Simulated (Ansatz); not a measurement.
System: F$_{3}$H$_{5}$NOTa.

Input file:

```
crystal:
  periodic: [false, false, false]
  atoms:
    - { symbol: Ta, position_ang: [-0.436207, -0.368224, 0.198352] }
    - { symbol: O, position_ang: [2.748847, 0.015076, 0.13004] }
    - { symbol: H, position_ang: [2.969978, 0.211489, 1.060151] }
    - { symbol: "N", position_ang: [-0.340813, -0.145203, 2.193492] }
    - { symbol: H, position_ang: [-0.50231, -0.873941, 2.899571] }
    - { symbol: H, position_ang: [0.059702, 0.674604, 2.666263] }
    - { symbol: F, position_ang: [-0.147424, -0.64978, -1.677165] }
    - { symbol: F, position_ang: [-0.092935, 1.475763, 0.03759] }
    - { symbol: F, position_ang: [-2.097686, -1.236084, 0.20165] }
    - { symbol: H, position_ang: [0.80428, -1.647396, 0.388817] }
    - { symbol: H, position_ang: [2.515268, -0.948906, 0.165138] }
basis:
  gaussian: { orbitals: def2-SVP }
hamiltonian:
  xc: pbe
relax:
  f_tol: 0.03
  max_steps: 50
output:
  orbitals: {}
```

Run with:

```sh
ansatz run input.yaml --threads 4 --pin off --max-ram 5120MiB --backend cpu --events-out ev --progress --plain --runs-dir out
```

The fields are those of the run's last geometry, not of the input's.

Core potentials replace the inner electrons of Ta.

All numbers below come from RKS PBE/def2-SVP in Ansatz 0.2.0.

Q: What can the converged electron density and electron localisation function tell about the bonding?

A: Ta–F (1.90 Å): ρ at the midpoint is about 0.95 e/Å³; the ELF peaks at about 0.85 in the valence shell of F, 0.5 Å from its nucleus, and drops to about 0.20 between the two atoms.
Ta–N (1.97 Å): ρ is about 0.98 e/Å³ halfway; the ELF peaks at about 0.90 in the valence shell of N, 0.6 Å from its nucleus, and is about 0.30 at the midpoint.
N–H (1.03 Å): ρ is about 2.7 e/Å³ halfway; the ELF climbs to about 1 towards the hydrogen, as it does in any bond to H; a covalent bond by its length.

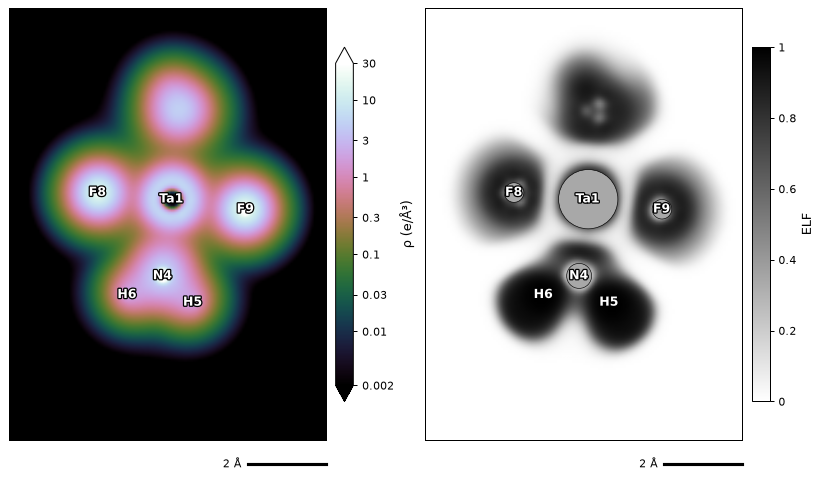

Computed electron density and electron localisation function on the plane of atoms N4, Ta1 and F9, in this order. Grey discs cover the atomic cores in the ELF map. 
